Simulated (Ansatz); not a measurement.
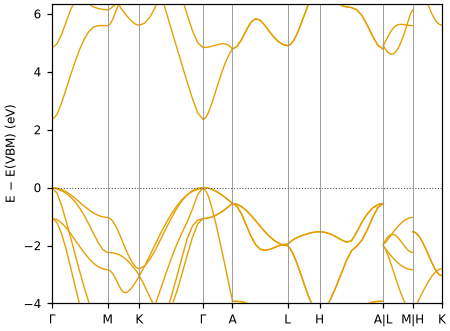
Fig. 1. Band structure from the program Ansatz at the r²SCAN level (PAW)

Read off the gap and where the band edges lie.

About 2.4 eV (2.35 eV by a search for the band edges); maximum at Γ, minimum at Γ.

The material is GaN (wurtzite, P6_3mc).

Symmetry was held in the r²SCAN relaxation. Spin–orbit coupling is left out wherever it is not named.

Potentials: the earlier of the program's two PAW sets.
